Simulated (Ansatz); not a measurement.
**Geometry relaxation of CH2ClSi (part 2 of 2)**

The same run, continued: CH2ClSi, multiplicity 2; UKS PBE-D4/def2-SVP (Ansatz 0.2.0). 

Geometry of the input (Å):
```
Si -0.4492  0.9879  -0.8581
C  0.3588  -0.1991  0.2508
Cl 2.0410  -0.4556  0.3140
H  3.0937  -1.2569  0.4510
H  -0.1409  -0.6468  1.1087
```

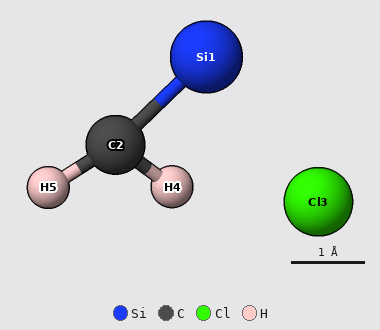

*The geometry at step 23 of the log (ball-and-stick view, seen on its broad side; atoms are numbered from 1 in the order of the input).*

**Trajectory as extended XYZ, continued**
```
5
Properties=species:S:1:pos:R:3:forces:R:3 step=8 energy=-21447.80033
Si   -0.2098    0.9084   -1.0491   -0.1253  -0.3067   0.5018
C    -0.3220   -0.0529    0.3807    0.0177   0.5499  -0.9406
Cl    2.4531   -0.3154    0.4681    0.6413  -0.5201  -0.0551
H     3.2129   -1.3798    0.2440   -0.3528   0.5094   0.0530
H    -0.2307   -0.7307    1.2226   -0.1809  -0.2325   0.4409
5
Properties=species:S:1:pos:R:3:forces:R:3 step=9 energy=-21447.86397
Si   -0.0357    0.8108   -1.0409   -0.1450  -0.2777   0.4874
C    -0.3363   -0.0798    0.4051    0.0382   0.2504  -0.5888
Cl    2.5363   -0.2534    0.5167    0.3372  -0.1727  -0.0133
H     3.1498   -1.3291    0.0925   -0.1137   0.1751   0.0222
H    -0.4107   -0.7190    1.2928   -0.1168   0.0249   0.0924
5
Properties=species:S:1:pos:R:3:forces:R:3 step=10 energy=-21447.92443
Si    0.0656    0.7415   -0.9952   -0.0304  -0.1097   0.2055
C    -0.3781   -0.1058    0.4275   -0.0265  -0.0434  -0.1364
Cl    2.7037   -0.1825    0.5027    0.1723  -0.0814  -0.0152
H     3.1194   -1.3162    0.0101   -0.0904   0.1177   0.0040
H    -0.6071   -0.7074    1.3212   -0.0249   0.1168  -0.0579
5
Properties=species:S:1:pos:R:3:forces:R:3 step=11 energy=-21447.94543
Si    0.1580    0.6755   -0.9700   -0.1358  -0.2398   0.4740
C    -0.4337   -0.1313    0.4363    0.1830   0.0070  -0.2413
Cl    2.8856   -0.1192    0.5325    0.0833  -0.6561  -0.3814
H     3.0167   -1.2933   -0.0711   -0.1240   0.6996   0.3435
H    -0.7231   -0.7022    1.3386   -0.0065   0.1893  -0.1948
5
Properties=species:S:1:pos:R:3:forces:R:3 step=12 energy=-21447.97489
Si    0.3141    0.5856   -0.8960   -0.1148  -0.0494   0.1621
C    -0.4340   -0.1687    0.4540   -0.0122  -0.2729   0.2945
Cl    2.9886   -0.0619    0.4837   -0.0385  -0.4477  -0.2497
H     2.8993   -1.2317   -0.1149    0.0133   0.4560   0.2458
H    -0.8646   -0.6937    1.3394    0.1521   0.3141  -0.4527
5
Properties=species:S:1:pos:R:3:forces:R:3 step=13 energy=-21447.99745
Si    0.3148    0.6216   -0.8719   -0.0171  -0.0507   0.0699
C    -0.3675   -0.2175    0.4575    0.0596   0.0754  -0.0864
Cl    3.0275   -0.0314    0.4023    0.0044   0.0092  -0.0154
H     2.7930   -1.2355   -0.0260   -0.0315   0.0035   0.0123
H    -0.8643   -0.7077    1.3044   -0.0155  -0.0374   0.0196
5
Properties=species:S:1:pos:R:3:forces:R:3 step=14 energy=-21447.99838
Si    0.3311    0.6585   -0.8669   -0.0201  -0.0678   0.0855
C    -0.3064   -0.2401    0.4475    0.0909   0.1362  -0.1711
Cl    3.0558   -0.0039    0.3349   -0.2081  -0.6242  -0.1486
H     2.6254   -1.2292    0.0745    0.1813   0.6400   0.1479
H    -0.8025   -0.7558    1.2764   -0.0441  -0.0842   0.0864
5
Properties=species:S:1:pos:R:3:forces:R:3 step=15 energy=-21448.00076
Si    0.3624    0.6641   -0.8537    0.0060  -0.0063  -0.0065
C    -0.2662   -0.2650    0.4415    0.0845   0.0675  -0.0592
Cl    3.1178   -0.0084    0.2741   -0.4541  -0.7795  -0.0934
H     2.4617   -1.1656    0.1480    0.3962   0.7900   0.1008
H    -0.7723   -0.7956    1.2563   -0.0325  -0.0717   0.0583
5
Properties=species:S:1:pos:R:3:forces:R:3 step=16 energy=-21448.02440
Si    0.3870    0.6764   -0.8550    0.0027   0.0092  -0.0356
C    -0.2184   -0.2846    0.4290    0.0046  -0.0704   0.1483
Cl    3.1469   -0.0537    0.2277   -0.2434  -0.2650   0.0021
H     2.3053   -1.0694    0.2231    0.1681   0.2731   0.0077
H    -0.7174   -0.8393    1.2416    0.0680   0.0530  -0.1226
5
Properties=species:S:1:pos:R:3:forces:R:3 step=17 energy=-21448.04375
Si    0.4025    0.6864   -0.8883   -0.0133  -0.0576   0.0577
C    -0.1257   -0.2963    0.4179    0.0702   0.0345  -0.0783
Cl    3.0863   -0.0926    0.2518   -0.0551  -0.1033   0.0070
H     2.1256   -0.9989    0.2510    0.0159   0.1458  -0.0139
H    -0.5853   -0.8690    1.2340   -0.0178  -0.0194   0.0274
5
Properties=species:S:1:pos:R:3:forces:R:3 step=18 energy=-21448.06717
Si    0.4446    0.6489   -0.8911   -0.0095   0.0052  -0.0234
C    -0.0833   -0.3227    0.4230    0.1712   0.0102  -0.0242
Cl    3.1105   -0.1430    0.2728   -0.1745  -0.1065  -0.0018
H     1.9804   -0.8663    0.2209    0.0403   0.1316   0.0194
H    -0.5488   -0.8874    1.2407   -0.0274  -0.0404   0.0299
5
Properties=species:S:1:pos:R:3:forces:R:3 step=19 energy=-21448.10281
Si    0.4809    0.6481   -0.9196    0.0068   0.0075  -0.0085
C     0.0118   -0.3364    0.4091   -0.0217  -0.2712   0.3291
Cl    3.0421   -0.1896    0.2880    0.1312   0.0768   0.0009
H     1.8086   -0.7738    0.2479   -0.2598  -0.0426  -0.0034
H    -0.4399   -0.9188    1.2410    0.1435   0.2295  -0.3180
5
Properties=species:S:1:pos:R:3:forces:R:3 step=20 energy=-21448.15194
Si    0.5425    0.6326   -0.9225    0.0272   0.0428  -0.0018
C     0.1119   -0.3636    0.4144    0.5178   0.3965  -0.7045
Cl    2.9515   -0.2060    0.2908    0.8002   0.3536  -0.0374
H     1.6256   -0.7083    0.2677   -0.8854  -0.3351   0.0309
H    -0.3281   -0.9251    1.2159   -0.4598  -0.4578   0.7129
5
Properties=species:S:1:pos:R:3:forces:R:3 step=21 energy=-21448.30617
Si    0.6289    0.6280   -0.9269    0.1985   0.2088  -0.1377
C     0.2099   -0.3886    0.4047   -0.6051  -0.2481   0.5455
Cl    2.8976   -0.1951    0.2706    1.6215   0.8118  -0.2000
H     1.4366   -0.6640    0.2875   -1.1974  -1.0460   0.0820
H    -0.2697   -0.9508    1.2305   -0.0174   0.2735  -0.2898
5
Properties=species:S:1:pos:R:3:forces:R:3 step=22 energy=-21448.60725
Si    0.6905    0.6233   -0.9047    0.7600   0.4179  -0.2532
C     0.2243   -0.4188    0.4071   -2.1758   0.6838   0.6615
Cl    3.0077   -0.1192    0.2309    0.2331   0.9121  -0.5134
H     1.2498   -0.7169    0.3056    1.6556  -2.0494   0.0033
H    -0.2690   -0.9389    1.2274   -0.4728   0.0357   0.1018
5
Properties=species:S:1:pos:R:3:forces:R:3 step=23 energy=-21449.23221
Si    0.8120    0.6136   -0.8498    1.2236   0.5018  -0.1312
C     0.2075   -0.4057    0.4448   -0.6996  -0.2201   0.9090
Cl    3.0818    0.0375    0.1343   -0.7813   0.7137  -0.6581
H     1.1791   -0.9015    0.3016    0.4653  -1.3884   0.2110
H    -0.3770   -0.9143    1.2355   -0.2080   0.3930  -0.3307
5
Properties=species:S:1:pos:R:3:forces:R:3 step=24 energy=-21449.86621
Si    0.9865    0.6025   -0.7836    0.6235   0.5422  -0.0898
C     0.2379   -0.3969    0.4910   -0.2074  -0.8700   0.8525
Cl    3.0334    0.1878    0.0206   -0.2408   0.4985  -0.4643
H     1.1004   -1.0799    0.3135   -0.1555  -0.8485   0.3151
H    -0.4547   -0.8840    1.2249   -0.0198   0.6778  -0.6136
5
Properties=species:S:1:pos:R:3:forces:R:3 step=25 energy=-21450.04939
Si    1.1229    0.6099   -0.7182   -1.9547   0.4753  -0.3457
C     0.2453   -0.4231    0.5108    1.1174  -0.6596   0.0145
Cl    3.0369    0.3202   -0.0802    1.6385  -0.0691   0.3774
H     1.0046   -1.2426    0.3513   -0.2976  -0.2542   0.2305
H    -0.5063   -0.8349    1.2026   -0.5036   0.5076  -0.2767
5
Properties=species:S:1:pos:R:3:forces:R:3 step=26 energy=-21450.38064
Si    1.1054    0.6561   -0.6149   -0.2611   0.2114   0.0552
C     0.2816   -0.4572    0.5506    0.8394  -0.6710   0.1674
Cl    3.1786    0.3589   -0.2017   -0.1936   0.0418  -0.0452
H     0.9721   -1.3355    0.4647   -0.1130  -0.1064   0.1507
H    -0.6343   -0.7928    1.0675   -0.2717   0.5242  -0.3281
5
Properties=species:S:1:pos:R:3:forces:R:3 step=27 energy=-21450.54927
Si    1.0551    0.7349   -0.5335    0.4281   0.2394  -0.1309
C     0.3795   -0.4918    0.5981   -0.3539  -0.4536   0.1325
Cl    3.1334    0.3046   -0.2674   -0.1040   0.2491  -0.1462
H     0.9988   -1.4027    0.5836    0.1170  -0.3181   0.1327
H    -0.6634   -0.7155    0.8854   -0.0872   0.2832   0.0119
5
Properties=species:S:1:pos:R:3:forces:R:3 step=28 energy=-21450.59177
Si    1.0910    0.7409   -0.4519    0.3623  -0.1102  -0.0654
C     0.3917   -0.5928    0.5831   -0.8245   0.2196   0.2357
Cl    3.2129    0.4257   -0.3718   -0.4138   0.0859   0.0438
H     0.9373   -1.5540    0.6900   -0.2748  -0.0332  -0.0349
H    -0.7294   -0.5902    0.8169    1.1509  -0.1620  -0.1793
5
Properties=species:S:1:pos:R:3:forces:R:3 step=29 energy=-21450.59367
Si    1.0984    0.6146   -0.5993    0.0534  -0.0675   0.4094
C     0.4221   -0.5791    0.6239   -0.1062   0.0985  -0.5333
Cl    3.1895    0.5311   -0.2556   -0.0432  -0.0071  -0.1379
H     0.8343   -1.6113    0.5520   -0.0541   0.0812   0.2766
H    -0.6409   -0.5257    0.9452    0.1501  -0.1050  -0.0147
5
Properties=species:S:1:pos:R:3:forces:R:3 step=30 energy=-21450.63356
Si    1.1021    0.6931   -0.5330   -0.0189  -0.1018   0.1336
C     0.3882   -0.5786    0.5745    0.2207  -0.1455  -0.0259
Cl    3.2012    0.4743   -0.3077   -0.1111   0.0047  -0.0254
H     0.8829   -1.5795    0.6285   -0.1742   0.2250   0.0167
H    -0.6711   -0.5796    0.9041    0.0836   0.0176  -0.0990
5
Properties=species:S:1:pos:R:3:forces:R:3 step=31 energy=-21450.63827
Si    1.0994    0.7081   -0.4967    0.0854  -0.1400   0.1086
C     0.4058   -0.5792    0.5995   -0.1537   0.0094  -0.0868
Cl    3.2010    0.4672   -0.3426   -0.0944   0.0438  -0.0160
H     0.8770   -1.5834    0.6604   -0.0274   0.0688   0.0022
H    -0.6797   -0.5832    0.8457    0.1901   0.0180  -0.0080
5
Properties=species:S:1:pos:R:3:forces:R:3 step=32 energy=-21450.64014
Si    1.1111    0.6686   -0.5194   -0.1365  -0.0430   0.0710
C     0.4031   -0.5931    0.5825    0.0376   0.0806  -0.0194
Cl    3.2009    0.5101   -0.3224    0.1061  -0.0146  -0.0185
H     0.8494   -1.6063    0.6405   -0.0169   0.0060   0.0148
H    -0.6611   -0.5497    0.8851    0.0097  -0.0290  -0.0480
5
Properties=species:S:1:pos:R:3:forces:R:3 step=33 energy=-21450.63209 accepted=F
Si    1.1083    0.7245   -0.4446   -0.0014  -0.0467  -0.1224
C     0.3955   -0.5867    0.5810    0.0017   0.0044   0.1972
Cl    3.2013    0.4587   -0.3793    0.0115   0.0378   0.0497
H     0.8854   -1.5735    0.6980   -0.0250  -0.0211  -0.1251
H    -0.6871   -0.5935    0.8112    0.0132   0.0256   0.0005
5
Properties=species:S:1:pos:R:3:forces:R:3 step=34 energy=-21450.64262
Si    1.1088    0.6841   -0.4942   -0.0357  -0.0664   0.0511
C     0.4045   -0.5874    0.5945   -0.0444   0.0829  -0.0308
Cl    3.2042    0.4946   -0.3440    0.0331   0.0120  -0.0090
H     0.8581   -1.5958    0.6560    0.0152  -0.0272  -0.0039
H    -0.6723   -0.5660    0.8540    0.0318  -0.0013  -0.0074
5
Properties=species:S:1:pos:R:3:forces:R:3 step=35 energy=-21450.64310
Si    1.1110    0.6807   -0.4884   -0.0254  -0.0544   0.0345
C     0.4037   -0.5881    0.5960   -0.0257   0.0714  -0.0167
Cl    3.2076    0.4994   -0.3494    0.0229   0.0099  -0.0049
H     0.8548   -1.5973    0.6582    0.0194  -0.0296  -0.0099
H    -0.6736   -0.5652    0.8499    0.0087   0.0026  -0.0030
5
Properties=species:S:1:pos:R:3:forces:R:3 step=36 energy=-21450.64381
Si    1.1165    0.6660   -0.4772    0.0216  -0.0034  -0.0031
C     0.4023   -0.5886    0.6021    0.0080  -0.0009   0.0088
Cl    3.2166    0.5154   -0.3602   -0.0117   0.0030  -0.0027
H     0.8442   -1.6029    0.6586    0.0210  -0.0083  -0.0092
H    -0.6761   -0.5604    0.8431   -0.0390   0.0097   0.0061
5
Properties=species:S:1:pos:R:3:forces:R:3 step=37 energy=-21450.64388
Si    1.1181    0.6641   -0.4754    0.0126  -0.0053   0.0004
C     0.4015   -0.5889    0.6036    0.0068  -0.0018   0.0050
Cl    3.2184    0.5177   -0.3624   -0.0130  -0.0002  -0.0001
H     0.8435   -1.6036    0.6585    0.0129   0.0000  -0.0071
H    -0.6780   -0.5599    0.8420   -0.0193   0.0073   0.0018
```

**Key numbers**

```json
{"quantity": "outcome", "value": "converged"}
{"quantity": "total energy", "value": "−21450.6439 eV"}
{"quantity": "mean-field energy", "value": "−21450.5366 eV"}
{"quantity": "dispersion energy", "value": "−0.1073 eV"}
{"quantity": "⟨S²⟩", "value": "0.778"}
{"quantity": "SCF solution under orbital rotations", "value": "stable"}
{"quantity": "largest force (length of the vector) at the end", "value": "0.021 eV/Å"}
{"quantity": "dipole moment", "value": "1.35 D"}
{"quantity": "hardware", "value": "2 threads of Arm Neoverse V1, 95 GiB of memory available, shared host"}
{"quantity": "wall time", "value": "53 s (CPU time 1.7 min)"}
{"quantity": "peak memory", "value": "0.15 GiB"}
```
